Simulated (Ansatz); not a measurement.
# BH3S2 (SMILES SBS): HF/3-21G

What is the vertical electron affinity of BH3S2 at HF/3-21G? 

The calculation is run with Ansatz 0.2.0.

37 further runs of the same task are left out: 2 that didn't finish, 35 set aside as unsound or not needed. Runs told in other sessions of the task aren't counted.

## (1) The system as given

The species is BH3S2 (6 atoms), meant as a singlet with charge 0. SMILES: `SBS`. The coordinates come from a PBE0-D4/def2-TZVP relaxation. This is one conformer, not always the lowest.

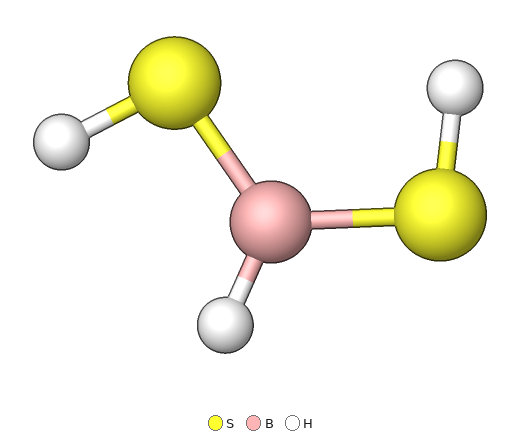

Viewed from a chosen angle; sulfur yellow, boron pink, hydrogen white.

## (2) A single-point energy at HF/3-21G

Contents of input.yaml:

```yaml
basis:
  gaussian:
    orbitals: 3-21G.json
crystal:
  periodic: [false, false, false]
  atoms:
    - {symbol: S, position_ang: [-0.819900, -0.605200, -1.516500]}
    - {symbol: B, position_ang: [0.091400, -0.453600, 0.008900]}
    - {symbol: S, position_ang: [0.333100, 1.114800, 0.829800]}
    - {symbol: H, position_ang: [-1.145600, 0.688100, -1.694600]}
    - {symbol: H, position_ang: [0.535500, -1.462200, 0.457500]}
    - {symbol: H, position_ang: [1.047600, 0.654100, 1.868800]}
hamiltonian:
  xc: hf
accuracy: high
output: {orbitals: {seedname: orbitals}}
```

The basis set 3-21G is read from a file made from the Basis Set Exchange's data (not shown).

On the command line:

```bash
ansatz run input.yaml --threads 1 --pin off --max-ram 2610MiB --events-out events.jsonl --progress --plain --runs-dir runs
```

What it wrote:

```text
Warning: RAYON_NUM_THREADS=1 ignored (pool sized by the plan → 1); use --threads N
Functional definition: HF
  name "HF"
  exchange = exact_x
  correlation = 0
915 factors; integrals over basis functions are off by at most 3.7e-9 eV
mean field evaluation 1: about -22242.3047 eV, gradient 1.6e1 eV
mean field evaluation 2: about -22242.5044 eV, gradient 1.6e1 eV
mean field evaluation 4: about -22243.5971 eV, gradient 1.5e0 eV
mean field evaluation 8: about -22243.6082 eV, gradient 5.3e-4 eV
mean field -22243.60821525 eV, -817.4375246513 hartree, gradient 5.8e-9 eV, S^2 0.000000; 0 other end points of the search recorded, 0 dependent functions left out
reference -22243.60821525 eV, -817.4375246513 hartree; 20, 20 occupied and 21, 21 virtual orbitals, 915 factors
Total energy: -22243.60821525 eV, -817.4375246513 hartree
```

It took 0.66 s on 1 thread of Arm Neoverse N1, shared host.

## (3) The doublet anion, same level

Contents of in.yaml:

```yaml
crystal:
  periodic: [false, false, false]
  atoms:
    - {symbol: S, position_ang: [-0.819900, -0.605200, -1.516500]}
    - {symbol: B, position_ang: [0.091400, -0.453600, 0.008900]}
    - {symbol: S, position_ang: [0.333100, 1.114800, 0.829800]}
    - {symbol: H, position_ang: [-1.145600, 0.688100, -1.694600]}
    - {symbol: H, position_ang: [0.535500, -1.462200, 0.457500]}
    - {symbol: H, position_ang: [1.047600, 0.654100, 1.868800]}
basis:
  gaussian:
    orbitals: 3-21G.json
magnetization:
  spin_polarized: true
  initial_magnetization: 1
hamiltonian:
  xc: hf
accuracy: high
output:
  orbitals: {seedname: orbitals}
total_charge: -1
```

The basis set 3-21G is read from a file made from the Basis Set Exchange's data (not shown).

On the command line:

```bash
ansatz run in.yaml --threads 1 --pin off --max-ram 2610MiB --events-out events.jsonl --progress --plain --runs-dir runs
```

What it wrote:

```text
Warning: RAYON_NUM_THREADS=1 ignored (pool sized by the plan → 1); use --threads N
[... 4 set-up lines as earlier in the session ...]
915 factors; integrals over basis functions are off by at most 3.7e-9 eV
mean field evaluation 1: about -22240.3214 eV, gradient 1.2e1 eV
mean field evaluation 2: about -22240.6371 eV, gradient 1.2e1 eV
mean field evaluation 4: about -22241.9843 eV, gradient 1.0e0 eV
mean field evaluation 8: about -22242.0075 eV, gradient 7.7e-2 eV
mean field evaluation 16: about -22242.0077 eV, gradient 1.1e-6 eV
mean field -22242.00768081 eV, -817.3787060953 hartree, gradient 4.7e-8 eV, S^2 0.763762; 0 other end points of the search recorded, 0 dependent functions left out
reference -22242.00768081 eV, -817.3787060953 hartree; 21, 20 occupied and 20, 21 virtual orbitals, 915 factors
Total energy: -22242.00768081 eV, -817.3787060953 hartree
```

It took 0.94 s on 1 thread of Arm Neoverse N1, shared host; peak memory 0.11 GiB.

## (4) Results

Level: HF/3-21G.

| quantity | value |
| --- | --- |
| singlet BH3S2: total energy | -817.43752 Eh |
| singlet BH3S2: HOMO energy | -10.48 eV |
| singlet BH3S2: LUMO energy | 2.56 eV |
| singlet BH3S2: HOMO–LUMO gap | 13.04 eV |
| doublet anion: total energy | -817.37871 Eh |
| doublet anion: HOMO energy (highest over α and β) | 0.68 eV |
| doublet anion: LUMO energy (lowest over α and β) | 9.90 eV |
| doublet anion: ⟨S²⟩ | 0.764 |
| vertical electron affinity (to the doublet anion) | -1.601 eV |

The anion lies 1.60 eV (154 kJ/mol) above the neutral: the electron isn't bound at this level, and such a value depends on the basis. Without diffuse functions anions come out too high. Hartree–Fock misses the correlation that binds many anions. The HOMO (doublet anion) lies at positive energy, 0.68 eV: the electron is unbound at this level or held by a compact basis; values depend on the basis.
